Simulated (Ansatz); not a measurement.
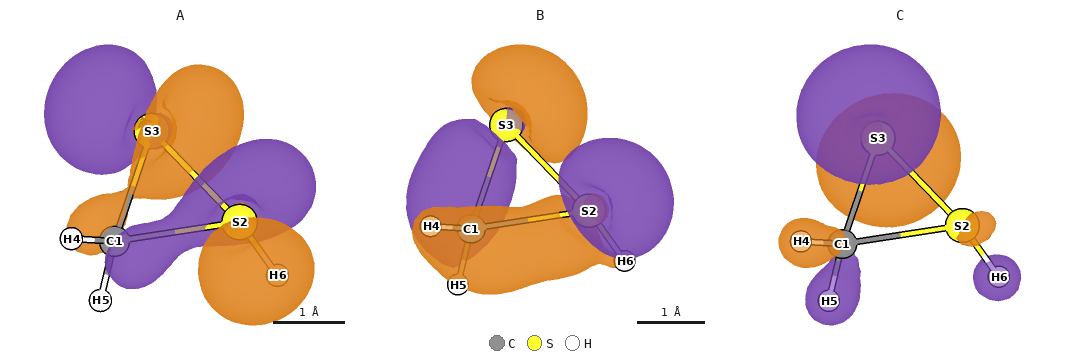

CH₃S₂ (charge +1). Three frontier orbitals at ±0.15 Å⁻³ᐟ² (orange and purple are the two phases), in no order.

The calculation used Ansatz, RKS PBE/def2-SVP.

| atom | x (Å) | y (Å) | z (Å) |
| --- | --- | --- | --- |
| C | -0.2712 | -0.0089 | -0.4902 |
| S | 0.8474 | -1.4733 | -0.4799 |
| S | 0.0774 | -0.4897 | 1.2120 |
| H | -1.2665 | -0.2671 | -0.8997 |
| H | 0.1914 | 0.9198 | -0.8767 |
| H | 2.0501 | -0.8076 | -0.6436 |

Question: Order the three orbitals by energy and name them.

Answer: B is the HOMO−1 (−15.18 eV). Its weight (Hirshfeld) is mainly on S3 (about 35 %), S2 (about 30 %) and C1 (about 25 %); π-antibonding (π*) across S3–S2. C is the HOMO (−12.26 eV). Its weight (Hirshfeld) is mainly on S3 (about 80 %) and S2 (about 5 %); largely a lone pair of S3. A is the LUMO (−9.58 eV). By Hirshfeld shares it lies mainly on S3 (about 50 %), S2 (about 40 %) and C1 (about 5 %).

Question: What is the HOMO–LUMO gap?

Answer: 2.68 eV between the orbital energies.
